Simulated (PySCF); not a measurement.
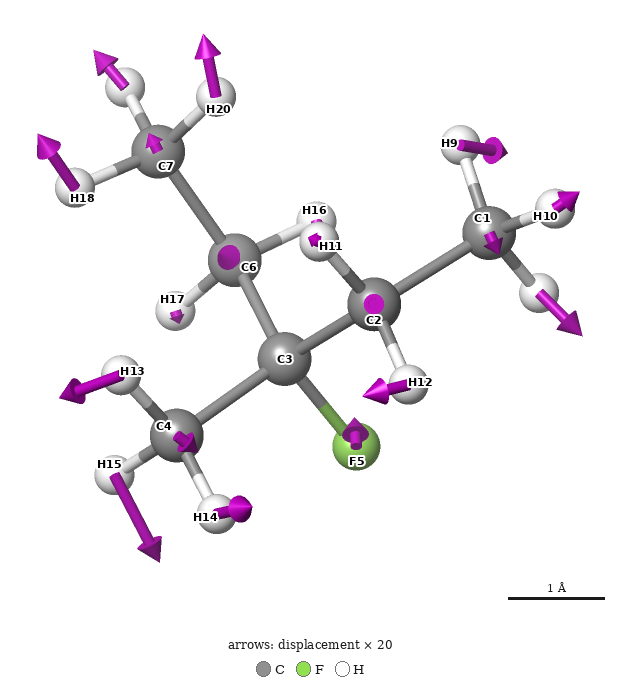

A relaxation of C$_{6}$H$_{13}$F. The starting structure is drawn; purple arrows show the displacements, 20 times their true length. The two geometries are superimposed by the best rigid fit.

Style: ball-and-stick. Shown at a tilt.

The start comes from GFN2-xTB.

Theory: PBE0-D3(BJ)/def2-SVP geometry optimisation, gas phase (PySCF 2.14.0, density-fitted response routines). 

> What did the optimiser do to the structure, and how much energy did it gain?

The largest move after the best rigid fit is that of an H atom, 0.053 Å. Largest moves by element: H 0.053 Å, F 0.020 Å, C 0.018 Å. Some distances before and after: C–H 1.092 → 1.102 Å, C–C 1.526 → 1.518 Å. The energy falls by 4.51 kJ/mol in 3 geometry steps.
